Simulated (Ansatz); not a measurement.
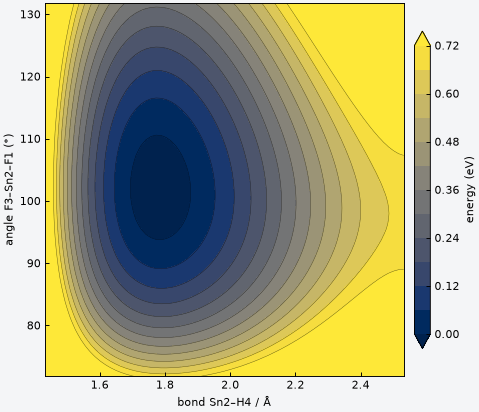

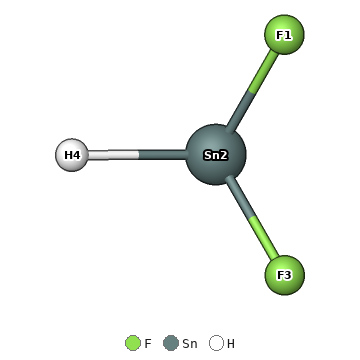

Energy landscape of F₂HSn, SMILES [F][SnH][F], spin multiplicity 2. 
- Two internal coordinates are moved rigidly from the geometry relaxed at PBE0-D4/def2-TZVP, all others fixed.
- The first coordinate is: bond Sn2–H4; the second: angle F3–Sn2–F1.
- The grid has 5 × 5 points.
- Points are written as (first, second).
- Energies are in eV, from the lowest grid point.
- Computed with UKS PBE-D4/def2-TZVPP in Ansatz 0.2.0.

Drawn: filled contours, one colour for all values above the top of the scale. Between grid points the surface is interpolated. The second picture is the structure at the lowest point.

### Describe this landscape.

The lowest grid point is at (1.879 Å, 101.8°). The bottom of the well lies between grid points, at about (1.770 Å, 101°), about 0.036 eV lower on the interpolated surface. It is the only kind of minimum in the scanned range. The highest grid point, (1.432 Å, 71.8°), lies 1.65 eV above the lowest. Round the minimum the two coordinates are nearly uncoupled.
